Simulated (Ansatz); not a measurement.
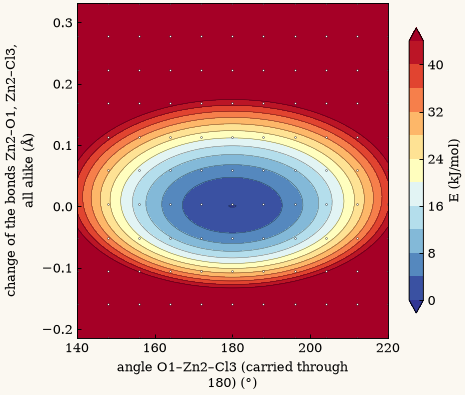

ClOZn, SMILES [O-][Zn][Cl], charge −1. The first coordinate is: angle O1–Zn2–Cl3 (carried through 180); the second: change of the bonds Zn2–O1, Zn2–Cl3, all alike. Nothing is relaxed (all other coordinates rigid). The grid has 11 × 11 points; 66 points were computed and 55 follow by symmetry. Points are written as (first, second). All energies are given in kJ/mol relative to the lowest grid point. All numbers below come from Ansatz 0.2.0, RKS r2SCAN0-D4/def2-SVPD.

In the figure: filled contours, dots at the grid points, one colour for all values above the top of the scale. Between grid points the surface is interpolated.

> Where is the minimum, and how stiff is the well along each coordinate?

The interpolated minimum is at the first coordinate ≈ 180°, the second coordinate ≈ 0.000 Å. The curvatures there are about 1.7 eV/rad² and 40 eV/Å², with a cross term of about 0 eV/(rad·Å). Round the minimum the two coordinates are nearly uncoupled. (1 eV is 96.5 kJ/mol.)
